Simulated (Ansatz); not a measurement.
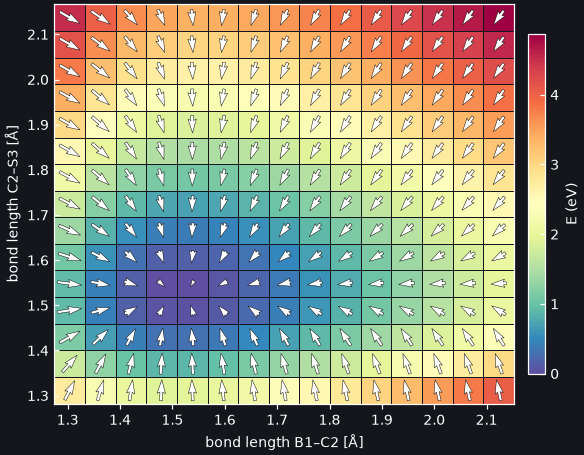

Energy landscape of CHBOS, SMILES B#CSO. 
- The first coordinate is: bond length B1–C2; the second: bond length C2–S3.
- Nothing is relaxed (all other coordinates rigid).
- The scan uses a 15 × 15 grid.
- Points are written as (first, second).
- All energies are given in eV relative to the lowest grid point.
- All numbers below come from RHF/def2-TZVP (Ansatz 0.2.0).

In the figure: one coloured cell a grid point, arrows along the force (downhill), their lengths compressed. 

Describe this landscape.

Answer. The lowest grid point is at (1.538 Å, 1.548 Å). It is the only kind of minimum in the scanned range. The highest grid point, (2.123 Å, 2.137 Å), lies 4.87 eV above the lowest. Round the minimum the two coordinates are nearly uncoupled.

The values on the grid:

| bond length C2–S3 ↓, bond length B1–C2 → | 1.304 | 1.363 | 1.421 | 1.479 | 1.538 | 1.596 | 1.655 | 1.713 | 1.772 | 1.830 | 1.889 | 1.947 | 2.006 | 2.064 | 2.123 |
| --- | --- | --- | --- | --- | --- | --- | --- | --- | --- | --- | --- | --- | --- | --- | --- |
| 2.137 | 4.52 | 4.02 | 3.66 | 3.46 | 3.38 | 3.39 | 3.46 | 3.57 | 3.73 | 3.90 | 4.08 | 4.28 | 4.47 | 4.67 | 4.87 |
| 2.078 | 4.17 | 3.64 | 3.29 | 3.10 | 3.02 | 3.03 | 3.11 | 3.23 | 3.39 | 3.56 | 3.75 | 3.95 | 4.15 | 4.35 | 4.55 |
| 2.019 | 3.80 | 3.25 | 2.90 | 2.72 | 2.64 | 2.66 | 2.74 | 2.87 | 3.03 | 3.21 | 3.40 | 3.60 | 3.81 | 4.01 | 4.22 |
| 1.960 | 3.39 | 2.84 | 2.50 | 2.32 | 2.26 | 2.28 | 2.37 | 2.50 | 2.66 | 2.85 | 3.05 | 3.25 | 3.46 | 3.67 | 3.87 |
| 1.901 | 2.97 | 2.42 | 2.09 | 1.92 | 1.86 | 1.89 | 1.98 | 2.12 | 2.29 | 2.48 | 2.68 | 2.89 | 3.10 | 3.32 | 3.53 |
| 1.842 | 2.53 | 2.00 | 1.68 | 1.51 | 1.46 | 1.49 | 1.59 | 1.74 | 1.91 | 2.11 | 2.32 | 2.53 | 2.75 | 2.96 | 3.18 |
| 1.783 | 2.11 | 1.58 | 1.27 | 1.11 | 1.07 | 1.11 | 1.22 | 1.36 | 1.55 | 1.75 | 1.96 | 2.18 | 2.40 | 2.62 | 2.84 |
| 1.725 | 1.72 | 1.20 | 0.89 | 0.74 | 0.71 | 0.76 | 0.87 | 1.02 | 1.21 | 1.41 | 1.64 | 1.86 | 2.09 | 2.31 | 2.54 |
| 1.666 | 1.36 | 0.85 | 0.56 | 0.41 | 0.38 | 0.44 | 0.56 | 0.72 | 0.91 | 1.12 | 1.35 | 1.58 | 1.81 | 2.04 | 2.27 |
| 1.607 | 1.08 | 0.58 | 0.29 | 0.16 | 0.14 | 0.20 | 0.32 | 0.49 | 0.69 | 0.90 | 1.13 | 1.36 | 1.60 | 1.84 | 2.07 |
| 1.548 | 0.92 | 0.43 | 0.15 | 0.02 | 0.00 | 0.07 | 0.20 | 0.37 | 0.57 | 0.79 | 1.03 | 1.26 | 1.51 | 1.74 | 1.98 |
| 1.489 | 0.92 | 0.44 | 0.16 | 0.04 | 0.03 | 0.10 | 0.24 | 0.41 | 0.62 | 0.84 | 1.08 | 1.32 | 1.57 | 1.81 | 2.05 |
| 1.430 | 1.16 | 0.68 | 0.42 | 0.30 | 0.29 | 0.37 | 0.51 | 0.69 | 0.90 | 1.13 | 1.37 | 1.62 | 1.87 | 2.11 | 2.36 |
| 1.371 | 1.72 | 1.26 | 1.00 | 0.89 | 0.89 | 0.97 | 1.11 | 1.29 | 1.51 | 1.74 | 1.98 | 2.23 | 2.48 | 2.73 | 2.98 |
| 1.312 | 2.74 | 2.28 | 2.03 | 1.92 | 1.92 | 2.01 | 2.16 | 2.34 | 2.56 | 2.79 | 3.04 | 3.29 | 3.54 | 3.79 | 4.04 |

Each point was launched as `ansatz run input.yaml --threads 1 --pin off --max-ram 2560MiB --backend cpu --events-out ev --progress --plain --runs-dir out`. The whole map (225 points run) took 24 min on 1 thread of Arm Neoverse N1, on a shared host.
